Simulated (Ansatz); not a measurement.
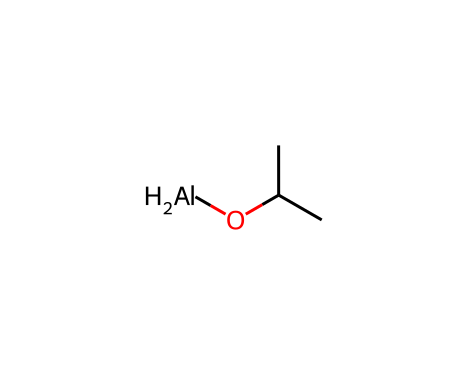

Structural formula above. Computed geometry: PBE-D4/def2-SVP optimisation. No frequency run is at hand to confirm it as a minimum.

What does the molecule look like in three dimensions?

Formula C3H9AlO. Its SMILES string is `CC(C)[O][AlH2]`. This geometry has C1 symmetry. Coordination: 3 C tetrahedral; 1 O bent; 1 Al trigonal planar.

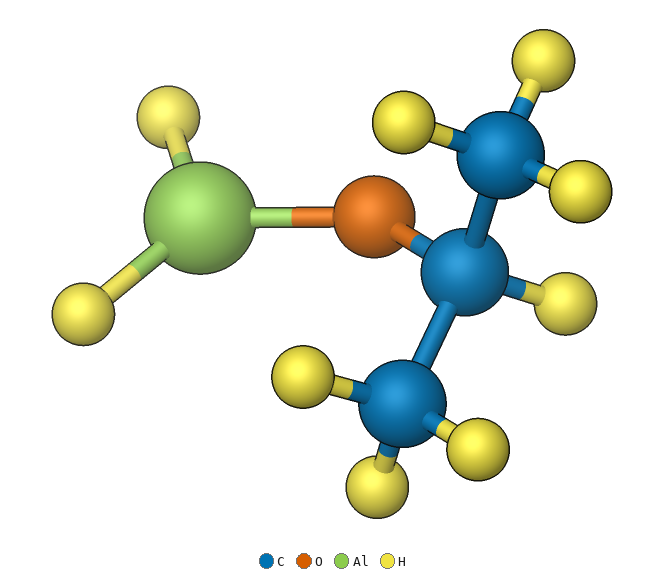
